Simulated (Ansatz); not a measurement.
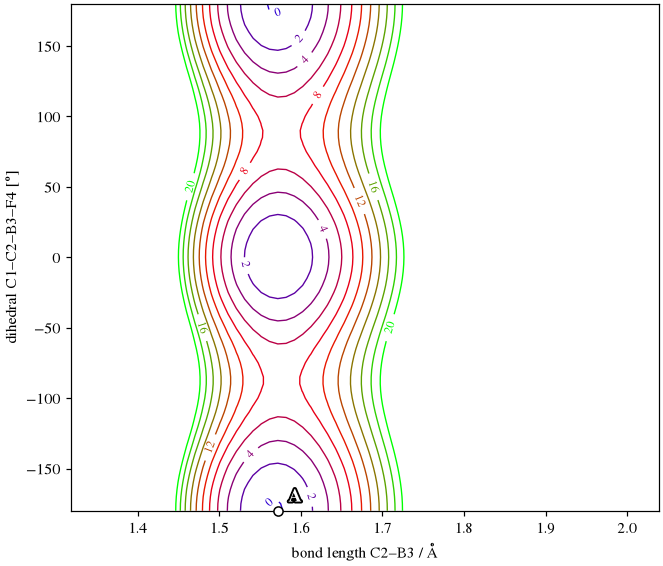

C₂H₅BF, SMILES CC[B]F, spin multiplicity 2. The first coordinate is: bond length C2–B3; the second: dihedral C1–C2–B3–F4. Nothing is relaxed (all other coordinates rigid). The scan uses a 13 × 12 grid. Points are written as (first, second). Energies are in kJ/mol, from the lowest grid point. Theory: UKS PBE-D4/def2-SVP in Ansatz 0.2.0.

Drawn: contour lines labelled in kJ/mol (none above 20), the point A. Between grid points the surface is interpolated.

What is the easiest way out of the well at A, and how high is the barrier?

The easiest path leads from the well at about (1.57 Å, −180°) to the well at about (1.57 Å, 0°), about 0.23 kJ/mol higher (on a rigid scan; wells that are mirror images or exchange like atoms can differ by this much). Its highest point lies about 7.5 kJ/mol above the bottom of the first well on the interpolated surface, at about (1.58 Å, 90°). The start is the relaxed structure and all else is held, so a fully relaxed path at this level can only be lower.

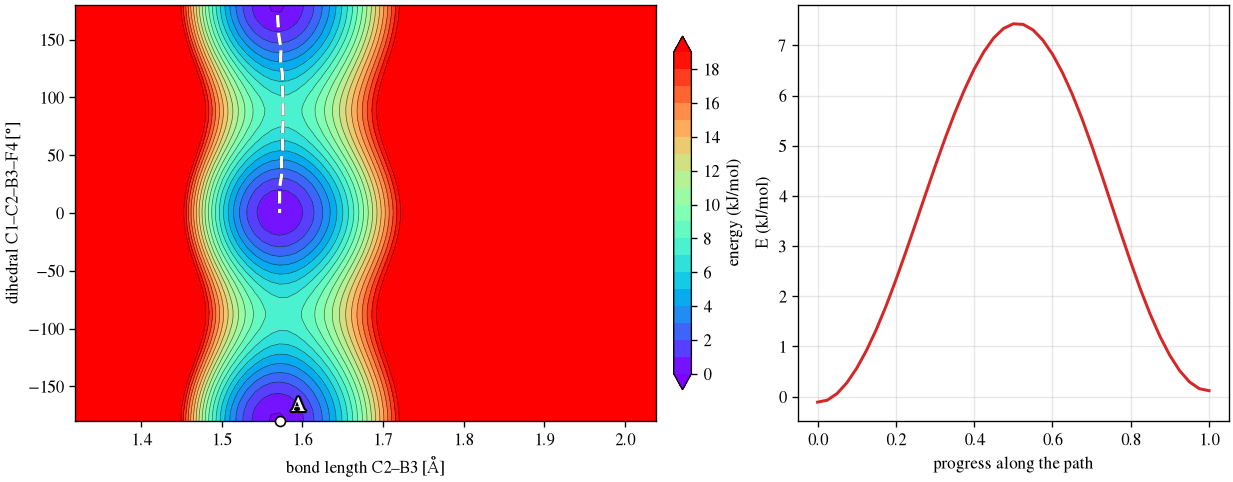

The picture shows filled contours, a line along the lowest path, one colour for all values above the top of the scale, the energy along the path at the right. Between grid points the surface is interpolated.
